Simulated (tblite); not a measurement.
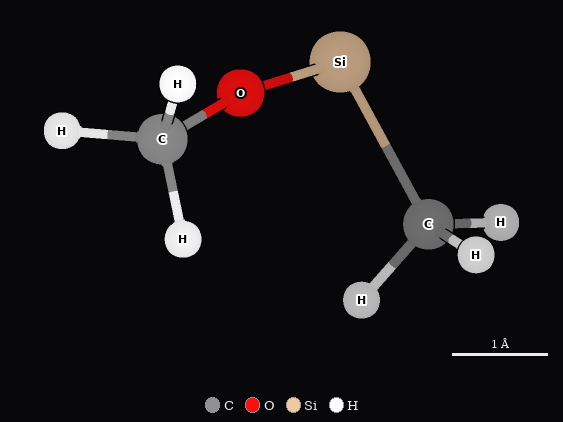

Figure 1. The input geometry (ball-and-stick view, seen at a tilt). Bond lengths as drawn: C–H 1.09 to 1.10 Å, C–O 1.41 Å, C–Si 1.96 Å and O–Si 1.63 Å.

## Run report: C2H6OSi, frequency calculation

C2H6OSi, SMILES CO[Si]C, computed with GFN1-xTB, R-SCC (tblite 0.8.0).

The geometry was optimised with GFN1-xTB.

Input (script.py):
```python
# GFN1-xTB harmonic vibrations
import json
import numpy as np
from tblite.interface import Calculator
from tblite.interface import symbols_to_numbers
from ase.data import atomic_masses

symbols = list(map(str, np.loadtxt("molecule.xyz", skiprows=2, usecols=0, dtype=str, ndmin=1)))
numbers = np.array(symbols_to_numbers(symbols))
positions = np.loadtxt("molecule.xyz", skiprows=2, usecols=(1, 2, 3), ndmin=2) / 0.5291772

xtb = Calculator("GFN1-xTB", numbers, positions, charge=0, uhf=0)
xtb.set("verbosity", 0)
xtb.set("accuracy", 0.01)
sp = xtb.singlepoint()
h = 0.005  # bohr
n = positions.size
H, D = np.zeros((n, n)), np.zeros((n, 3))
for a in range(n):
    g, d = [], []
    for sign in (1, -1):
        x = positions.ravel().copy()
        x[a] += sign * h
        xtb.update(x.reshape(-1, 3))
        y = xtb.singlepoint()
        g.append(y.get('gradient').ravel())
        d.append(y.get('dipole'))
    H[a], D[a] = (g[0] - g[1]) / (2 * h), (d[0] - d[1]) / (2 * h)
mass = np.repeat(atomic_masses[numbers], 3)
H = (H + H.T) / 2 / np.sqrt(np.outer(mass, mass))
# project out translations and rotations
com = positions - atomic_masses[numbers] @ positions / atomic_masses[numbers].sum()
T = [np.tile(v, len(numbers)) for v in np.eye(3)] + [np.cross(com, v).ravel() for v in np.eye(3)]
U, sv, _ = np.linalg.svd((np.array(T) * np.sqrt(mass)).T)
Q = U[:, (sv > 1e-3 * sv.max()).sum():]
w, V = np.linalg.eigh(Q.T @ H @ Q)
freq = np.sign(w) * np.sqrt(np.abs(w)) * 5140.487
inten = (((Q @ V).T / np.sqrt(mass)) @ D) ** 2
inten = inten.sum(axis=1) * 974.88
print(f"E = {sp.get('energy'):.8f} Eh, max gradient {np.abs(sp.get('gradient')).max():.2e} Eh/bohr")
print("mode   frequency/cm^-1   IR/(km/mol)")
for i, (v, s) in enumerate(zip(freq, inten), 1):
    print(f"{i:4d} {v:14.2f} {s:14.3f}")
zpe = freq[freq > 0].sum() / 2 / 219474.63
print(f"imaginary modes: {(freq < -10).sum()}, zero-point energy {zpe:.6f} Eh = {zpe * 627.5095:.4f} kcal/mol")
out = {k: np.asarray(sp.get(k)).tolist() for k in ("energy", "gradient", "charges", "dipole", "orbital-energies", "orbital-occupations")}
out.update(symbols=symbols, positions=(positions * 0.529177210903).tolist(), frequencies=freq.tolist(), intensities=inten.tolist(), zpe=zpe)
json.dump(out, open("results.json", "w"))
```

File molecule.xyz:
```
10

C     -0.568579     1.533668    -0.952683
O      0.508887     0.839176    -0.370594
Si     1.579425    -0.137718     0.365406
C      0.468667    -1.633558     0.980855
H     -0.392052     1.667744    -2.026295
H     -1.506753     0.982859    -0.817278
H     -0.671714     2.521931    -0.489537
H     -0.037861    -2.123421     0.141194
H     -0.319766    -1.289077     1.660028
H      1.022645    -2.412904     1.511805
```

Hardware: 1 thread of Intel Xeon @ 2.50GHz (Skylake/Cascade Lake), 189 GiB of memory available, shared host.

Run as:
```bash
python script.py
```

Output:
```
E = -14.02708096 Eh, max gradient 1.46e-05 Eh/bohr
mode   frequency/cm^-1   IR/(km/mol)
   1          39.73          0.118
   2          92.32          0.018
   3         111.94          4.034
   4         218.79         14.128
   5         253.66         23.678
   6         546.59         33.297
   7         582.85        146.820
   8         632.87         54.879
   9         677.88        181.181
  10        1175.30          2.130
  11        1181.01          0.750
  12        1228.36        306.109
  13        1303.88         51.838
  14        1442.60          2.311
  15        1454.12          4.792
  16        1466.35          2.518
  17        1477.62          5.803
  18        1480.55          5.777
  19        2956.61          9.305
  20        2982.91         19.597
  21        2986.45         48.114
  22        3008.88         32.192
  23        3013.65         27.260
  24        3018.20         30.957
imaginary modes: 0, zero-point energy 0.075938 Eh = 47.6521 kcal/mol
```

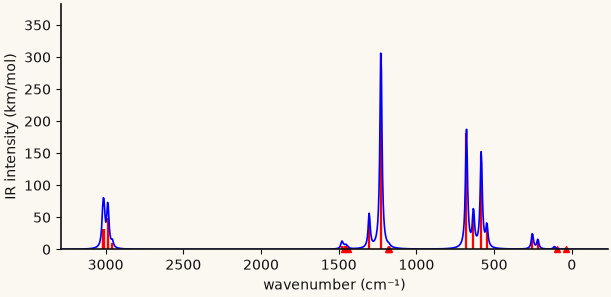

Figure 2. Harmonic infrared spectrum, unscaled: sticks (degenerate modes added up, dark ones marked on the axis) with a Lorentzian envelope of 16 cm⁻¹ full width, scaled to the tallest stick. 24 modes from 40 to 3018 cm⁻¹, none imaginary. The strongest line is at 1228 cm⁻¹ (306 km/mol).

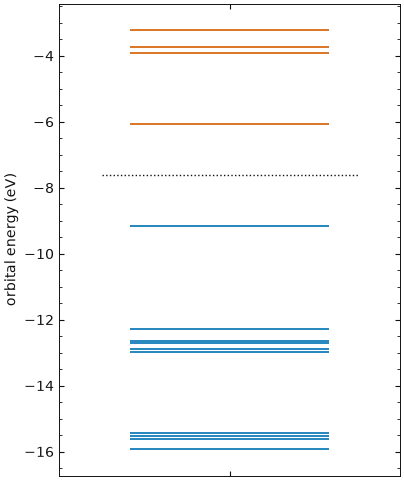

Figure 3. Orbital energies near the frontier; the dotted line parts filled from empty levels, and levels within 0.02 eV of each other stand side by side. Highest filled −9.17 eV, lowest empty −6.06 eV, 3.11 eV apart.

Summary:

| quantity | value |
| --- | --- |
| outcome | converged |
| total energy | −14.027081 hartree |
| basis functions | 33 |
| largest force | 0.001 eV/Å |
| HOMO | −9.17 eV |
| LUMO | −6.06 eV |
| zero-point energy | 0.075938 hartree |
| dipole moment | 1.54 D |
| wavenumbers, lowest and highest | 40 and 3018 cm⁻¹ |
| wall time | 1.2 s |
| peak memory | 0.068 GiB |
